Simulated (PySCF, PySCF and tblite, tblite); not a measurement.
# C7H9N: a path driven as pyramidal inversion, and NMR exchange, part 2 of 2

PySCF and tblite. Atoms count from 0. Earlier steps stand in the parts before.

## Step 7: Shieldings, saddle of leg 1: PBE0/pcSseg-1

What the job is given:

```
{"job": {"kind": "nmr", "xc": "PBE0", "basis": "pcSseg-1", "pop": false}, "charge": 0, "multiplicity": 1}
C      3.351058     0.690465     0.021084
C      2.496811    -0.269957    -0.290358
C      1.159226    -0.410213     0.316726
N      0.524499    -1.661204     0.340960
C     -0.030538    -0.758767    -0.575524
C     -1.307273    -0.153257    -0.312655
C     -2.372179     0.342039    -0.064148
C     -3.659274     0.943140     0.209195
H      3.109801     1.441604     0.755454
H      4.319277     0.767929    -0.442617
H      2.750641    -1.020412    -1.027896
H      0.965250     0.278047     1.144277
H      0.500784    -2.571078     0.726355
H      0.165301    -0.913418    -1.641642
H     -3.652247     1.991854    -0.087838
H     -4.440726     0.424101    -0.345787
H     -3.880410     0.879126     1.274414
```

Log:

```text
coarse grid: 14248 points
cycle   1  E = -326.2250379865  dE =  1.345e+00  |g| = 4.517e-01  |ddm| = 4.152e+00
cycle   2  E = -326.2337978237  dE = -8.760e-03  |g| = 4.314e-01  |ddm| = 1.056e+00
cycle   3  E = -326.2781802415  dE = -4.438e-02  |g| = 5.632e-02  |ddm| = 4.795e-01
cycle   4  E = -326.2786256727  dE = -4.454e-04  |g| = 3.322e-02  |ddm| = 9.276e-02
cycle   5  E = -326.2788710442  dE = -2.454e-04  |g| = 7.616e-03  |ddm| = 3.688e-02
cycle   6  E = -326.2788811417  dE = -1.010e-05  |g| = 4.136e-03  |ddm| = 8.458e-03
cycle   7  E = -326.2788851071  dE = -3.965e-06  |g| = 1.096e-03  |ddm| = 3.766e-03
final grid: 137800 points
cycle   8  E = -326.3264933042  dE = -3.799e-05  |g| = 7.693e-03  |ddm| = 5.870e-02
cycle   9  E = -326.3264889807  dE =  4.324e-06  |g| = 8.949e-03  |ddm| = 1.712e-02
cycle  10  E = -326.3265075044  dE = -1.852e-05  |g| = 2.154e-03  |ddm| = 9.023e-03
cycle  11  E = -326.3265086144  dE = -1.110e-06  |g| = 3.522e-04  |ddm| = 1.971e-03
cycle  12  E = -326.3265086360  dE = -2.153e-08  |g| = 1.917e-04  |ddm| = 4.945e-04
cycle  13  E = -326.3265086450  dE = -8.996e-09  |g| = 4.066e-05  |ddm| = 1.901e-04
cycle  14  E = -326.3265086454  dE = -4.055e-10  |g| = 1.132e-05  |ddm| = 5.161e-05
converged SCF energy = -326.3265086454

GIAO shielding tensors (ppm)
atom      isotropic    diamagn.    paramagn.     s11        s22        s33       span
  0 C       63.925     254.423    -190.498    -56.720     81.617    166.877    223.597
  1 C       34.270     252.997    -218.727    -82.202     49.213    135.799    218.001
  2 C      141.350     250.267    -108.916    100.545    116.320    207.185    106.640
  3 N      221.075     327.426    -106.351    114.631    223.472    325.122    210.490
  4 C      159.331     254.502     -95.171    121.410    143.784    212.799     91.389
  5 C       99.866     255.403    -155.537     10.857     12.891    275.849    264.992
  6 C      106.037     267.533    -161.495     22.463     25.872    269.777    247.314
  7 C      182.191     253.400     -71.209    174.303    175.258    197.012     22.709
  8 H       25.931      32.106      -6.175     22.082     25.487     30.223      8.141
  9 H       26.243      27.370      -1.127     22.933     25.550     30.247      7.314
 10 H       26.024      30.594      -4.570     23.488     24.630     29.955      6.466
 11 H       28.825      33.316      -4.491     22.393     28.844     35.239     12.846
 12 H       26.967      35.028      -8.061     22.512     24.361     34.027     11.514
 13 H       29.042      31.493      -2.452     21.074     28.367     37.685     16.611
 14 H       29.727      29.570       0.157     24.434     28.072     36.676     12.242
 15 H       29.692      26.750       2.942     24.435     27.953     36.688     12.253
 16 H       29.816      29.384       0.431     24.592     28.153     36.702     12.111
```

It took 29 s on 1 thread of Intel Xeon Platinum 8488C, shared host; peak memory 0.84 GiB.

This run: HOMO -6.45 eV, LUMO 0.13 eV; dipole 0.61 D.

The fields below are evaluated on a grid from the run's orbitals.

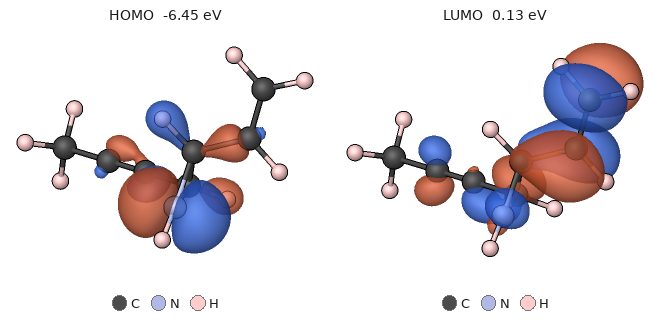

Frontier orbitals at PBE0/pcSseg-1; each surface holds 70 % of the orbital's density, blue and red mark the sign.

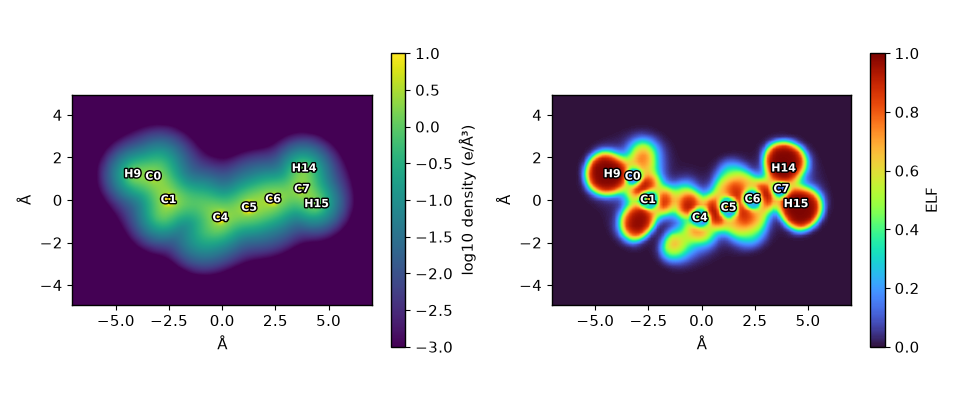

Density (left) and ELF (right) in a plane through or near 9 of the atoms.

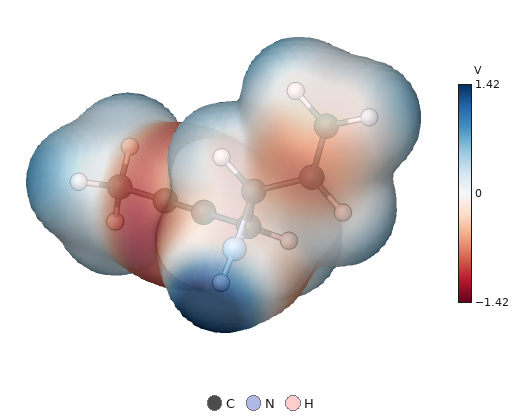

Electrostatic potential on the surface of density 0.002 e/bohr³; red is low, blue high. It runs, from the 1st to the 99th percentile, from -0.99 V near C5 to 1.42 V near H12.

## Step 8: Shieldings, end: PBE0/pcSseg-1

What the job is given:

```
{"job": {"kind": "nmr", "xc": "PBE0", "basis": "pcSseg-1", "pop": false}, "charge": 0, "multiplicity": 1}
C      3.347560     0.634232    -0.032432
C      2.442605    -0.285998    -0.324746
C      1.116085    -0.363673     0.300142
N      0.460127    -1.638375     0.505745
C     -0.068116    -0.772628    -0.527541
C     -1.343267    -0.165510    -0.297544
C     -2.405147     0.355682    -0.095557
C     -3.690958     0.975934     0.131060
H      3.154679     1.401764     0.698215
H      4.310602     0.656713    -0.511871
H      2.658385    -1.050575    -1.063069
H      0.929773     0.348706     1.097235
H      0.981774    -2.432320     0.145350
H      0.116960    -1.027821    -1.571013
H     -3.676189     2.007674    -0.220222
H     -4.468536     0.431006    -0.403992
H     -3.922557     0.967683     1.195710
```

Log:

```text
coarse grid: 14248 points
cycle   1  E = -326.2493415005  dE =  1.267e+00  |g| = 4.527e-01  |ddm| = 4.147e+00
cycle   2  E = -326.2577123172  dE = -8.371e-03  |g| = 4.276e-01  |ddm| = 1.213e+00
cycle   3  E = -326.3019192348  dE = -4.421e-02  |g| = 7.518e-02  |ddm| = 5.865e-01
cycle   4  E = -326.3027883937  dE = -8.692e-04  |g| = 4.419e-02  |ddm| = 1.006e-01
cycle   5  E = -326.3032418179  dE = -4.534e-04  |g| = 1.293e-02  |ddm| = 4.532e-02
cycle   6  E = -326.3032754699  dE = -3.365e-05  |g| = 5.215e-03  |ddm| = 1.289e-02
cycle   7  E = -326.3032816851  dE = -6.215e-06  |g| = 1.305e-03  |ddm| = 5.170e-03
final grid: 137800 points
cycle   8  E = -326.3509275642  dE = -3.887e-05  |g| = 7.946e-03  |ddm| = 7.453e-02
cycle   9  E = -326.3509229261  dE =  4.638e-06  |g| = 9.227e-03  |ddm| = 1.901e-02
cycle  10  E = -326.3509430940  dE = -2.017e-05  |g| = 1.760e-03  |ddm| = 1.018e-02
cycle  11  E = -326.3509438419  dE = -7.479e-07  |g| = 3.082e-04  |ddm| = 1.843e-03
cycle  12  E = -326.3509438544  dE = -1.244e-08  |g| = 2.055e-04  |ddm| = 3.999e-04
cycle  13  E = -326.3509438645  dE = -1.012e-08  |g| = 4.331e-05  |ddm| = 1.900e-04
cycle  14  E = -326.3509438650  dE = -4.518e-10  |g| = 1.294e-05  |ddm| = 5.470e-05
converged SCF energy = -326.3509438650

GIAO shielding tensors (ppm)
atom      isotropic    diamagn.    paramagn.     s11        s22        s33       span
  0 C       63.513     253.908    -190.395    -54.914     80.535    164.919    219.834
  1 C       38.348     255.282    -216.934    -78.084     57.005    136.122    214.206
  2 C      141.009     251.361    -110.352    103.559    125.398    194.069     90.510
  3 N      212.119     320.540    -108.421    131.808    233.815    270.732    138.923
  4 C      159.443     259.160     -99.717    126.112    147.838    204.379     78.267
  5 C      101.111     252.055    -150.943     12.016     15.217    276.101    264.085
  6 C      104.734     267.978    -163.244     19.355     23.962    270.885    251.531
  7 C      182.170     253.604     -71.434    174.273    175.069    197.168     22.895
  8 H       25.925      31.855      -5.930     22.097     25.338     30.339      8.242
  9 H       26.278      27.492      -1.214     22.905     25.506     30.423      7.518
 10 H       26.387      31.413      -5.026     23.926     24.796     30.438      6.511
 11 H       29.484      33.532      -4.047     23.244     29.238     35.971     12.727
 12 H       31.263      33.502      -2.238     25.129     25.651     43.010     17.881
 13 H       29.458      32.925      -3.466     21.932     29.016     37.427     15.495
 14 H       29.749      29.617       0.132     24.430     28.126     36.692     12.262
 15 H       29.688      26.709       2.979     24.383     27.945     36.737     12.354
 16 H       29.767      29.301       0.465     24.544     28.076     36.681     12.137
```

Wall time 22 s (1 thread of Intel Xeon Platinum 8488C, shared host); peak memory 0.84 GiB.

In short: HOMO -6.61 eV, LUMO -0.05 eV; dipole 1.23 D.

## Step 9: Barriers, rates and exchange

What the job is given:

```
{"job": {"smiles": "C=C[C@@H]1N[C@H]1C#CC", "charge": 0, "mult": 1, "motion": "inversion", "what": "nitrogen in a small ring", "atoms": [3], "drives": [{"terms": [["t", [12, 2, 4, 3], 0.3333333333333333], ["t", [2, 4, 12, 3], 0.3333333333333333], ["t", [4, 12, 2, 3], 0.3333333333333333]], "neg": true, "n": 8}], "study": "path", "level": {"kind": "nmr", "xc": "PBE0", "basis": "pcSseg-1"}, "fields": [60, 100, 900], "first": 4, "seed": 721, "kind": "path"}, "charge": 0, "multiplicity": 1}
C      3.373614     0.659533    -0.003819
C      2.520406    -0.280107    -0.375432
C      1.169853    -0.426934     0.185192
N      0.572337    -1.746035     0.125748
C      0.013984    -0.719475    -0.728953
C     -1.263878    -0.143587    -0.445487
C     -2.332986     0.306290    -0.134701
C     -3.625531     0.864645     0.192646
H      3.125185     1.382372     0.756190
H      4.351515     0.745253    -0.443948
H      2.778339    -1.004064    -1.135503
H      0.956619     0.204885     1.045782
H     -0.007142    -1.972590     0.928281
H      0.231033    -0.860559    -1.783657
H     -3.669415     1.909483    -0.114443
H     -4.412632     0.311829    -0.319958
H     -3.794561     0.805154     1.267737
```

Log:

```text
stationary points (kcal/mol above the start)
  n  kind          group   xTB      DFT    lowest mode
  0  minimum      C1       0.00     0.00     -13.6
  1  saddle       C1      14.87    16.62    -922.8
  2  minimum      C1       0.85     1.23      18.6

GFN2-xTB energies: T/K, barrier G, reaction G (kcal/mol), k forward, k back (1/s)
 150.00    13.47     0.87   7.52e-08    1.4e-06
 200.00    13.47     0.89    0.00806     0.0754
 250.00    13.47     0.91        8.8       54.5
 298.15    13.47     0.92        830   3.94e+03
 350.00    13.48     0.94    2.8e+04   1.08e+05
 400.00    13.49     0.96   3.55e+05   1.18e+06
 500.00    13.53     0.99   1.27e+07   3.45e+07

PBE0/pcSseg-1 + D3(BJ) energies: T/K, barrier G, reaction G (kcal/mol), k forward, k back (1/s)
 150.00    15.22     1.25    2.1e-10   1.39e-08
 200.00    15.22     1.27   9.79e-05    0.00237
 250.00    15.22     1.28      0.258       3.43
 298.15    15.22     1.30       43.1        387
 350.00    15.23     1.32   2.25e+03    1.5e+04
 400.00    15.24     1.34   3.91e+04    2.1e+05
 500.00    15.28     1.37   2.18e+06   8.65e+06
```

It took 85 s on 1 thread of Intel Xeon Platinum 8488C, shared host; peak memory 0.84 GiB. This counts the whole study up to here.

Barriers by level (kcal/mol; entropies in cal/(mol K)). Zero-point and thermal terms come from xTB in every row. ΔG‡ leaves symmetry out; the rate counts one path; effective ΔG‡, where given, is the barrier that would give that rate by Eyring's equation alone:

```csv
level,ΔE‡,with zero-point,ΔH‡,ΔS‡,ΔG‡ (298 K),ΔE of reaction,k at 298 K (1/s),effective ΔG‡
GFN2-xTB,14.87,13.47,13.44,-0.1,13.47,0.85,8.3e+02,13.47
PBE0/pcSseg-1 + D3(BJ),16.62,15.23,15.20,-0.1,15.22,1.23,43,15.22
```

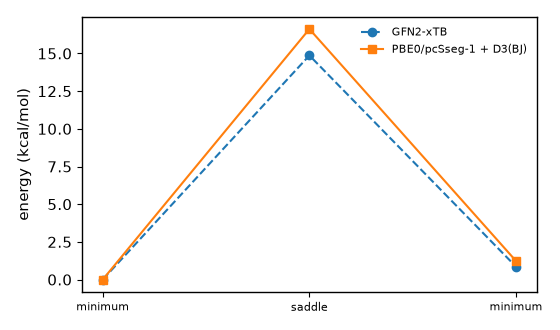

The xTB stationary points, at both levels.

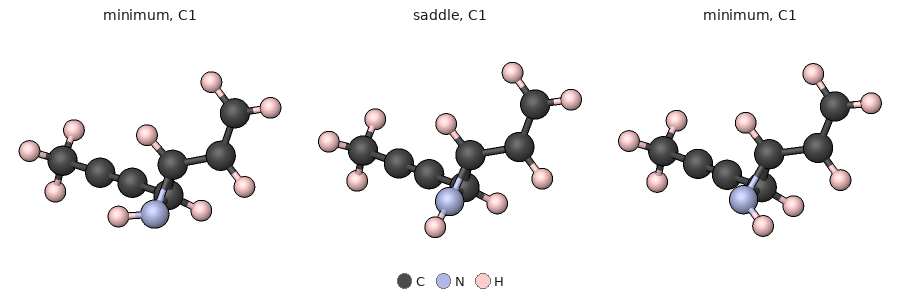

The stationary points in order.

Sites that the driver pairs across this motion, and where their lines would merge (no couplings; faster rotations or exchange between molecules can average them sooner):

```csv
nucleus,sites: shielding (ppm),proton frequency (MHz),spread (Hz),coalescence (K),lines at 298 K
15N,N3: 204.8; N3 (end): 212.1,900,666,315,–
13C,C1: 36.2; C1 (end): 38.3,900,494,311,–
1H,H13: 29.82; H13 (end): 29.46,900,328,306,–
13C,C0: 64.8; C0 (end): 63.5,900,291,304,–
1H,H10: 26.10; H10 (end): 26.39,900,259,302,–
1H,H11: 29.20; H11 (end): 29.48,900,253,302,–
13C,C5: 100.0; C5 (end): 101.1,900,243,302,–
1H,H12: 31.04; H12 (end): 31.26,900,199,299,–
```

Rows that set an atom against itself at the end compare its shielding in the two forms.

## Step 10: Results

The summary covers parts 1 to 2.

| quantity | value |
| --- | --- |
| barrier (PBE0/pcSseg-1 + D3(BJ)) | ΔE‡ 16.6, ΔG‡(298 K) 15.2 kcal/mol |
| barrier (GFN2-xTB) | ΔE‡ 14.9 kcal/mol |
| rate at 298 K | 43 s⁻¹ |
| end of the path | 1.2 kcal/mol from the start |

DFT puts the top 16.6 kcal/mol above the start (xTB: 14.9); the rate from the DFT barrier is 43 s⁻¹ at 298 K. An error of 1.4 kcal/mol changes that rate tenfold. The moving atom is hydrogen and the barrier is narrow, so tunnelling, which is left out, should speed the exchange.
